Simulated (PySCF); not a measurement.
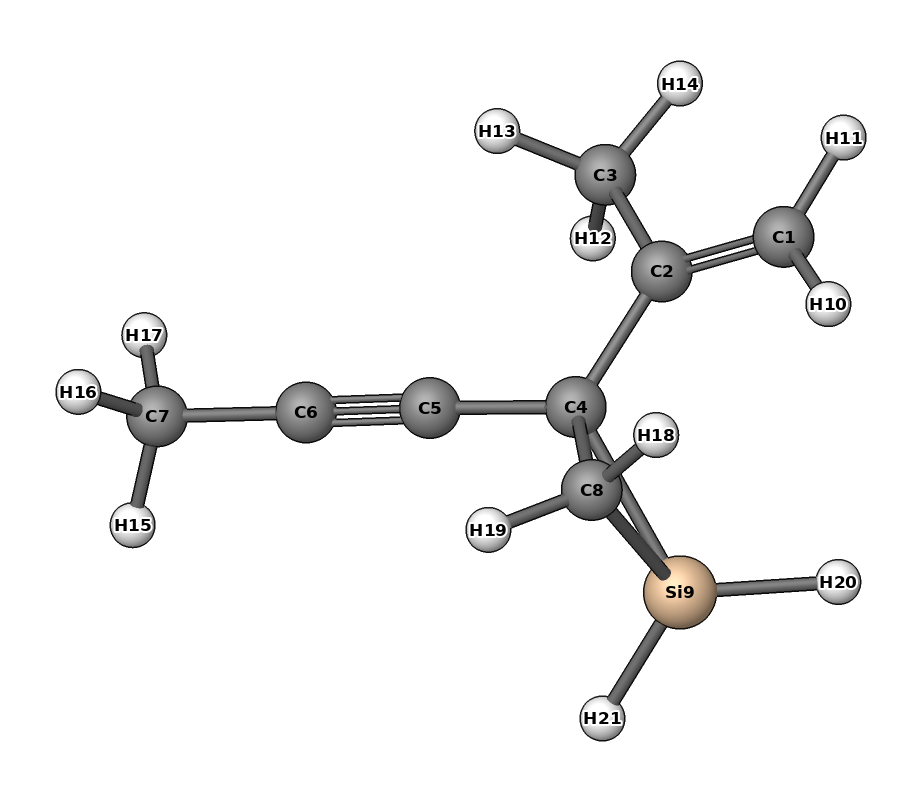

The questions are on Hirshfeld charges. The geometry was computed by an optimisation with GFN2-xTB. No frequency run is at hand to confirm it as a minimum. Method: PBE0/pcSseg-1, gas phase (PySCF 2.14.0).

Question: Which atom carries the highest charge (most positive or least negative)?

Answer: Si9 (0.32 e).

Question: And the lowest?

Answer: C8 (−0.16 e).

Give the Hirshfeld charges atom by atom.

```tsv
atom	value (e)
C1	−0.13
C2	0.02
C3	−0.12
C4	−0.05
C5	−0.06
C6	−0.06
C7	−0.10
C8	−0.16
Si9	0.32
H10	0.03
H11	0.04
H12	0.04
H13	0.04
H14	0.04
H15	0.06
H16	0.06
H17	0.06
H18	0.04
H19	0.05
H20	−0.06
H21	−0.06
```

The geometry is semi-empirical. Around Si such bond lengths and angles can be off by a tenth of an ångström or more and by several degrees, and values that hang on the shape move with them.
